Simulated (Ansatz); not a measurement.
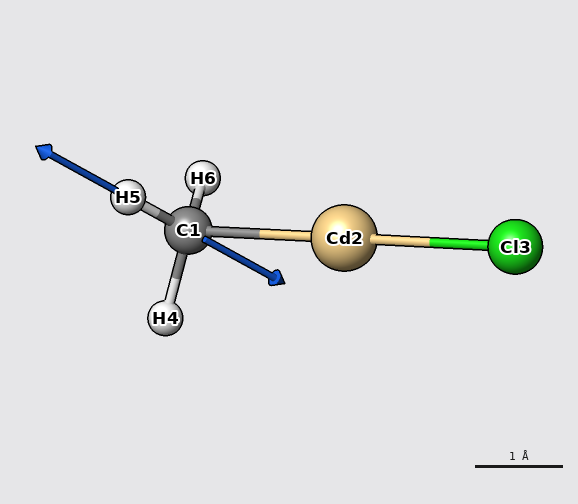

Arrows show the forces on the atoms, 0.2 Å of arrow for 1 eV/Å; forces under a tenth of the largest aren't drawn. Level of theory: PBE0-D4/def2-TZVP (Ansatz 0.2.0).

Along which bond is the force strongest?

Answer. C1–H5, now 0.959 Å: the forces push its atoms apart, so a first step downhill lengthens it.

List the force components in the frame of the picture (x right, y up, z towards the viewer), in eV/Å.

```csv
atom,Fx,Fy,Fz
C1,4.70,−2.59,−3.66
Cd2,0.00,0.00,0.00
Cl3,0.00,0.00,0.00
H4,0.00,0.00,0.00
H5,−4.70,2.59,3.66
H6,0.00,0.00,0.00
```
